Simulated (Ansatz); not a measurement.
## Hypothetical cubic perovskite CaHfSe3, pressure series

The reference is CaHfSe$_{3}$ in the cubic perovskite structure (space group Pm-3m, No. 221; a = 5.189 Å; a hypothetical phase, not in the database extracts checked).

Cell and atoms are relaxed at each pressure.

Levels (all Ansatz, a program for electronic structure, PAW): PBE (420 eV, no spin-orbit coupling); PBEsol (420 eV, spin-orbit coupling left out).

The base cell above is that of PBE; each level relaxes its own structures.

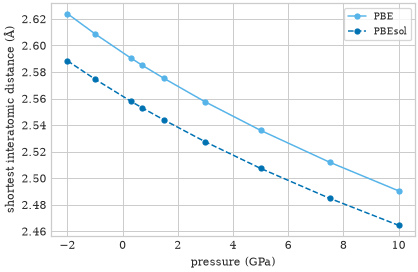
Fig. 1. Shortest interatomic distance under two levels

Task: How do the two levels compare along the series?

Result: PBE lies above PBEsol in every row, by 2.6 pm to 3.6 pm. They put the cases in the same order.

A case with no gap was solved on a k-mesh chosen for an insulator, which is coarse for it. Load acts through the strain it causes; cell and atoms are relaxed under it. No phonon test of stability was made. No other phases were tried under pressure. The final runs are not spin-polarised. Many cubic perovskites are stable only at high temperature; tilts and polar distortions were not tested.
